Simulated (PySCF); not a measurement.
**C$_{5}$H$_{7}$F$_{3}$N$_{2}$ (SMILES C/C=N\N=C(/C)C(F)(F)F): density, localisation and related maps**

The calculation's input:

```
{"job": {"kind": "nmr", "xc": "PBE0", "basis": "pcSseg-1"}, "charge": 0, "multiplicity": 1}
C      2.666513    -0.024693    -0.237454
C      2.005583    -0.355407     1.060491
N      0.789805    -0.642377     1.227465
N     -0.154388    -0.893332     0.409383
C     -1.117879    -0.164417     0.021315
C     -1.315026     1.304475     0.248841
C     -2.196726    -0.850758    -0.773567
F     -2.300424    -0.332438    -2.016143
F     -2.002817    -2.161559    -0.921262
F     -3.413441    -0.695468    -0.215688
H      3.487385    -0.716610    -0.420414
H      1.956799    -0.088693    -1.059213
H      3.082505     0.981460    -0.198306
H      2.613746    -0.354285     1.954638
H     -0.497697     1.698240     0.847969
H     -2.257523     1.478572     0.767544
H     -1.353412     1.829322    -0.705509
```

Run with:

```sh
OMP_NUM_THREADS=1 python probes_run.py task.json out
```

Geometry: GFN2-xTB.

Theory: PySCF 2.14.0, PBE0/pcSseg-1, SCF density, gas phase, non-relativistic.

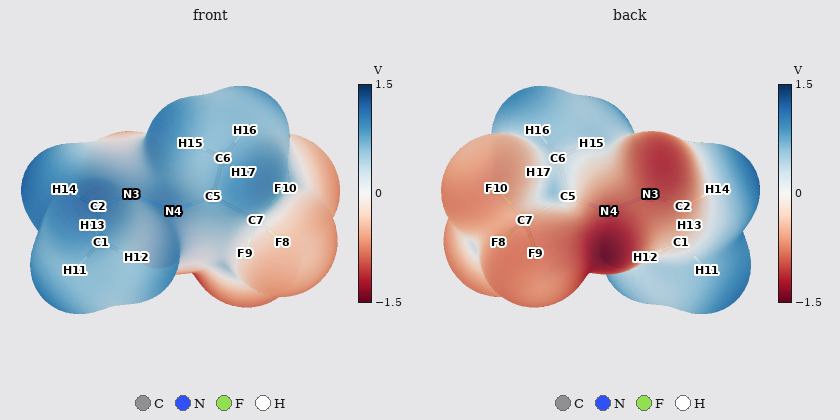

Figure 1. The molecular electrostatic potential painted on the density surface at 0.002 e/bohr³, seen from the front and from behind; red is negative and blue positive.

Q: Which sites attract a positive test charge, and which a negative one?

A: A positive charge is drawn to the negative regions and a negative charge to the positive ones. The most negative region (about −1.4 V, or −32 kcal/mol for a unit charge) lies over N4 and F9, the most positive (about +1.1 V, or +25 kcal/mol for a unit charge) over H13 and H14.

Q: How polar is the molecule by this calculation?

A: Its dipole moment is 4.11 D.

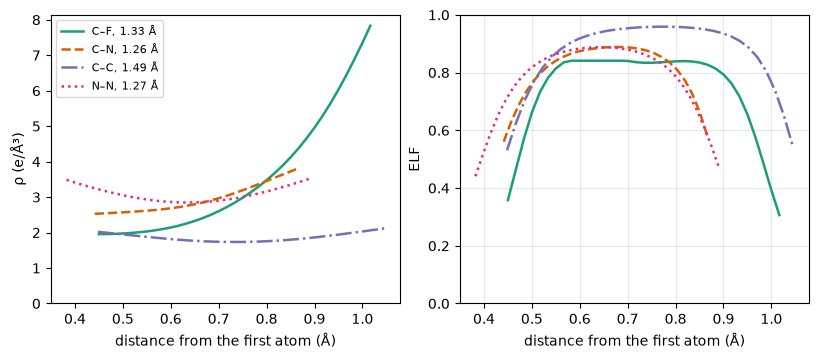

Figure 2. Total electron density and electron localisation function along straight lines between neighbouring atoms. The curves leave out the atomic cores.

Q: What can be read from the curves?

A: C–F (1.33 Å): the density is about 2.4 e/Å³ at the midpoint; the ELF peaks at about 0.85 between the atoms; a polar covalent bond.
C–N (1.26 Å): ρ at the midpoint is about 2.7 e/Å³; the ELF peaks at about 0.90 between the atoms; a short, multiple covalent bond.
C–C (1.49 Å): ρ is about 1.7 e/Å³ halfway; the ELF peaks at about 0.95 between the atoms; a shared electron pair.
N–N (1.27 Å): ρ is about 2.8 e/Å³ halfway; the ELF peaks at about 0.90 between the atoms (localised, covalent bonding).
